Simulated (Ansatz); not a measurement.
System: BH$_{5}$Si···HF.

Input

```
crystal:
  periodic: [false, false, false]
  atoms:
    - { symbol: B, position_ang: [-0.002831, -0.439645, -0.315356] }
    - { symbol: F, position_ang: [0.348365, 0.244842, 2.077294] }
    - { symbol: H, position_ang: [0.951508, 0.131535, -0.785068] }
    - { symbol: H, position_ang: [-1.083799, 0.095624, -0.408811] }
    - { symbol: Si, position_ang: [0.117329, -2.257999, 0.437215] }
    - { symbol: H, position_ang: [-0.547204, -3.282615, -0.432516] }
    - { symbol: H, position_ang: [1.502336, -2.729451, 0.750342] }
    - { symbol: H, position_ang: [-0.640223, -2.279912, 1.74965] }
    - { symbol: H, position_ang: [-0.161181, -0.466778, 2.384651] }
basis:
  gaussian: { orbitals: def2-SVP }
hamiltonian:
  xc: pbe0
  dispersion: d4
relax:
  f_tol: 0.03
  max_steps: 50
output:
  orbitals: {}
```

Launched as:

```sh
ansatz run input.yaml --threads 1 --pin off --max-ram 2048MiB --backend cpu --events-out ev --progress --plain --runs-dir out
```

The fields are those of the run's last geometry, not of the input's.

The calculation used RKS PBE0-D4/def2-SVP in Ansatz 0.2.0.

What can the converged electron density and electron localisation function tell about the bonding?

Answer. B1···F2 (1.83 Å): the density falls to about 0.32 e/Å³ on the way; the ELF peaks at about 0.85 in the valence shell of F, 0.5 Å from its nucleus, and is about 0.55 at the midpoint.
Si–B (2.03 Å): ρ is about 0.8 e/Å³ halfway; the ELF peaks at about 1 between the atoms: a shared electron pair.
F–H (0.95 Å): the density is about 4.4 e/Å³ at the midpoint; the ELF climbs to about 1 towards the hydrogen, as it does in any bond to H; an ordinary covalent bond to hydrogen.

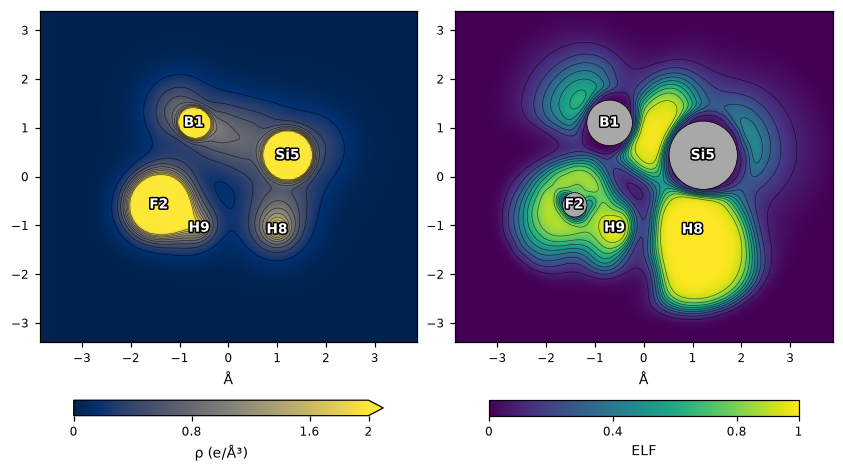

Computed electron density and electron localisation function on the plane of atoms B1, Si5 and H8, in this order. Grey discs cover the atomic cores in the ELF map. 
